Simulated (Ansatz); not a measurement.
# BH3Br− (SMILES [BH3-]Br): levels of theory compared

Aim: a comparison of 6 runs (PBE0/STO-3G, UPBE/STO-3G, UPBE0/STO-3G, r2SCAN/STO-3G, r2SCAN0/STO-3G, CCSD(T)/STO-3G) of BH3Br−. 

The calculation is run with Ansatz 0.2.0.

11 further runs of the same task are left out: 8 that didn't finish, 3 set aside as unsound or not needed.

### 1 The system as given

BH3Br− has 5 atoms, charge -1, and is taken as a singlet. As SMILES, `[BH3-]Br`. The H5–B1 distance was set to 2.423 Å, away from the relaxed value. At this shape a bond of the SMILES string is far longer than usual.

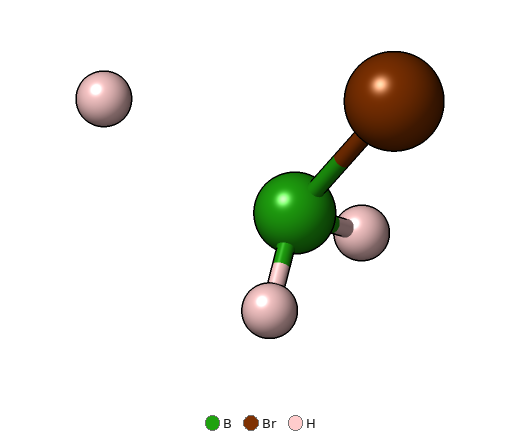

Viewed from a chosen angle; boron green, bromine brown, hydrogen pink.

### 2 The energy at PBE0/STO-3G (run 1)

job.yaml reads:

```yaml
crystal:
  periodic: [false, false, false]
  atoms:
    - {symbol: B, position_ang: [0.153948, -0.958043, -0.651418]}
    - {symbol: Br, position_ang: [-0.995772, -0.442963, -2.238468]}
    - {symbol: H, position_ang: [1.282458, -1.127923, -1.057448]}
    - {symbol: H, position_ang: [-0.304132, -1.977403, -0.184098]}
    - {symbol: H, position_ang: [0.057130, 0.863440, 0.942890]}
basis:
  gaussian:
    orbitals: STO-3G
total_charge: -1
hamiltonian:
  xc: pbe0
accuracy: high
```

Command:

```bash
ansatz run job.yaml --threads 1 --pin off --max-ram 2610MiB --events-out events.jsonl --progress --plain --runs-dir runs
```

Log:

```text
Warning: RAYON_NUM_THREADS=1 ignored (pool sized by the plan → 1); use --threads N
Functional definition: PBE0
  name "PBE0"
  parameter a = 0.25
  parameter kappa = 0.804
  parameter beta = 0.06672455060314922
  exchange = (1 - a)*pbe_x(kappa = kappa, mu = beta*pi^2/3) + a*exact_x
  correlation = pbe_c(beta = beta)
361 factors; integrals over basis functions are off by at most 4.0e-8 eV
mean field evaluation 1: about -69980.2378 eV, gradient 2.0e1 eV
mean field evaluation 2: about -69966.7967 eV, gradient 4.3e1 eV
mean field evaluation 4: about -69984.0130 eV, gradient 2.1e0 eV
mean field evaluation 8: about -69983.9931 eV, gradient 1.4e-1 eV
mean field evaluation 16: about -69983.9932 eV, gradient 9.0e-8 eV
mean field -69983.99318759 eV, -2571.8643127897 hartree, gradient 2.6e-9 eV, S^2 0.000000; 0 other end points of the search recorded, 0 dependent functions left out
reference -69983.99318891 eV, -2571.8643128380 hartree; 22, 22 occupied and 4, 4 virtual orbitals, 361 factors
Total energy: -69983.99318891 eV, -2571.8643128380 hartree
```

Wall time 1.2 s (1 thread of Arm Neoverse V1, shared host); peak memory 0.093 GiB.

### 3 The energy at UPBE/STO-3G (run 2)

in.yaml reads:

```yaml
crystal:
  periodic: [false, false, false]
  atoms:
    - {symbol: B, position_ang: [0.153948, -0.958043, -0.651418]}
    - {symbol: Br, position_ang: [-0.995772, -0.442963, -2.238468]}
    - {symbol: H, position_ang: [1.282458, -1.127923, -1.057448]}
    - {symbol: H, position_ang: [-0.304132, -1.977403, -0.184098]}
    - {symbol: H, position_ang: [0.057130, 0.863440, 0.942890]}
basis:
  gaussian: {orbitals: STO-3G}
accuracy: high
hamiltonian: {xc: {name: PBE}}
magnetization: {spin_polarized: true, initial_magnetization: 0}
total_charge: -1
```

Command:

```bash
ansatz run in.yaml --threads 1 --pin off --max-ram 2610MiB --events-out events.jsonl --progress --plain --runs-dir runs
```

Log:

```text
Warning: RAYON_NUM_THREADS=1 ignored (pool sized by the plan → 1); use --threads N
Functional definition: PBE
  name "PBE"
[... 2 set-up lines as earlier in the session ...]
  exchange = pbe_x(kappa = kappa, mu = beta*pi^2/3)
[... 1 set-up line as earlier in the session ...]
361 factors; integrals over basis functions are off by at most 4.0e-8 eV
mean field evaluation 1: about -69973.9941 eV, gradient 1.4e1 eV
mean field evaluation 2: about -69956.9827 eV, gradient 2.9e1 eV
mean field evaluation 4: about -69977.7804 eV, gradient 5.4e0 eV
mean field evaluation 8: about -69977.8604 eV, gradient 3.6e0 eV
mean field evaluation 16: about -69977.2847 eV, gradient 4.2e0 eV
mean field -69978.04341288 eV, -2571.6456626018 hartree, gradient 4.3e-8 eV, S^2 0.000000; 1 other end points of the search recorded, 0 dependent functions left out
reference -69978.04341462 eV, -2571.6456626660 hartree; 22, 22 occupied and 4, 4 virtual orbitals, 361 factors
Total energy: -69978.04341462 eV, -2571.6456626660 hartree
```

It took 4.2 s on 1 thread of Arm Neoverse V1, shared host; peak memory 0.13 GiB.

Runs 3 to 4 aren't shown in full; the table further down has their settings and results.

### 4 A single-point energy at r2SCAN0/STO-3G (run 5)

molecule.yaml reads:

```yaml
crystal:
  periodic: [false, false, false]
  atoms:
    - symbol: B
      position_ang: [0.153948, -0.958043, -0.651418]
    - symbol: Br
      position_ang: [-0.995772, -0.442963, -2.238468]
    - symbol: H
      position_ang: [1.282458, -1.127923, -1.057448]
    - symbol: H
      position_ang: [-0.304132, -1.977403, -0.184098]
    - symbol: H
      position_ang: [0.057130, 0.863440, 0.942890]
basis:
  gaussian:
    orbitals: STO-3G
total_charge: -1
hamiltonian:
  xc: {name: r2SCAN0}
accuracy: high
```

Command:

```bash
ansatz run molecule.yaml --threads 1 --pin off --max-ram 2610MiB --events-out events.jsonl --progress --plain --runs-dir runs
```

Log:

```text
Warning: RAYON_NUM_THREADS=1 ignored (pool sized by the plan → 1); use --threads N
Functional definition: r2SCAN0
  name "r2SCAN0"
[... 1 set-up line as earlier in the session ...]
  parameter k0 = 0.174
  parameter k1 = 0.065
  parameter a1 = 4.9479
  exchange = (1 - a)*r2scan_x(k0 = k0, k1 = k1, a1 = a1) + a*exact_x
  correlation = r2scan_c
361 factors; integrals over basis functions are off by at most 4.0e-8 eV
mean field evaluation 1: about -69991.1645 eV, gradient 1.9e1 eV
mean field evaluation 2: about -69978.9121 eV, gradient 4.2e1 eV
mean field evaluation 4: about -69994.7928 eV, gradient 1.4e0 eV
mean field evaluation 8: about -69994.7581 eV, gradient 1.1e-1 eV
mean field evaluation 16: about -69994.7582 eV, gradient 4.6e-8 eV
mean field -69994.75820314 eV, -2572.2599198143 hartree, gradient 4.6e-8 eV, S^2 0.000000; 0 other end points of the search recorded, 0 dependent functions left out
reference -69994.75820345 eV, -2572.2599198256 hartree; 22, 22 occupied and 4, 4 virtual orbitals, 361 factors
Total energy: -69994.75820345 eV, -2572.2599198256 hartree
```

Run time: 2.9 s. Hardware: 1 thread of Arm Neoverse V1, shared host; peak memory 0.14 GiB.

### 5 A single-point energy at CCSD(T)/STO-3G (run 6)

Edit in.yaml of step 3 so:

```diff
@@ -9,6 +9,10 @@
 basis:
-  gaussian: {orbitals: STO-3G}
+  gaussian:
+    orbitals: STO-3G
+total_charge: -1
+correlation:
+  method: ccsd_t
+  frozen_orbitals: {B: 1, Br: 9, H: 0}
 accuracy: high
-hamiltonian: {xc: {name: PBE}}
-magnetization: {spin_polarized: true, initial_magnetization: 0}
-total_charge: -1
+scf:
+  omitted_lower_state_checks: [cluster_reference, increment]
```

Command:

```bash
ansatz run in.yaml --threads 1 --pin off --max-ram 2610MiB --events-out events.jsonl --progress --plain --runs-dir runs
```

Log (excerpt; [...] marks lines left out):

```text
Warning: RAYON_NUM_THREADS=1 ignored (pool sized by the plan → 1); use --threads N
Functional definition: HF
  name "HF"
[...]
361 factors; integrals over basis functions are off by at most 4.0e-8 eV
[...]
mean field -69946.57707139 eV, -2570.4892958809 hartree, gradient 4.7e-9 eV, S^2 0.000000; 0 other end points of the search recorded, 0 dependent functions left out; unrestricted orbitals would lower it
10 core orbitals not correlated: weight in the atoms' cores, before any rotation towards them, 1.000 or more for the frozen orbitals, at most 0.000 for the correlated occupied ones
reference -69946.57707139 eV, -2570.4892958809 hartree; 12, 12 occupied and 4, 4 virtual orbitals, 361 factors
second order -2.22004337 eV of doubles, -0.00000000 eV of singles
cycle   1  -2.54213372 eV  change   -5.8e-1 eV  update   1.3e-1
[...]
cycle  22  -3.37772960 eV  change   7.0e-10 eV  update  1.7e-10
perturbative correction -0.09857569 eV, -0.0036225900 hartree
WARN: these amplitudes may be one of several solutions (largest doubles amplitude 0.40, level shift 2.20 eV)
Total energy: -69950.05337669 eV, -2570.6170477442 hartree
Checks for a lower state left out: cluster_reference, increment
```

Run time: 0.28 s. Hardware: 1 thread of Arm Neoverse V1, shared host.

### 6 Overview of the runs

```tsv
run	level	frozen core orbitals	energy (Eh)	wall time
1	PBE0/STO-3G	–	-2571.864313	1.2 s
2	UPBE/STO-3G	–	-2571.645663	4.2 s
3	UPBE0/STO-3G	–	-2571.869635	4.2 s
4	r2SCAN/STO-3G	–	-2572.201238	2.9 s
5	r2SCAN0/STO-3G	–	-2572.259920	2.9 s
6	CCSD(T)/STO-3G	10	-2570.617048	0.28 s
```

### 7 Outcome

| quantity | value |
| --- | --- |
| run 6: total energy | -2570.61705 Eh |
| run 6: correlation energy (10 core orbitals frozen) | -127.8 mEh |
| run 6: (T) correction | -3.62 mEh |
| run 6: T1 diagnostic | 0.036 |

In words: Totals of different functionals can't be ranked against each other. In run 6 the T1 diagnostic is large, so a single reference may not serve. In run 6 the log says that unrestricted orbitals would lower the reference, so the values rest on an unstable closed-shell determinant (other closed-shell runs at this shape may share the fault). In runs 1, 2, 3, 4, 5, 6 the basis is minimal, so the values are rough. Spin contamination of the reference: run 3 ⟨S²⟩ = 0.38. All runs together took 16 s, the longest 4.2 s.
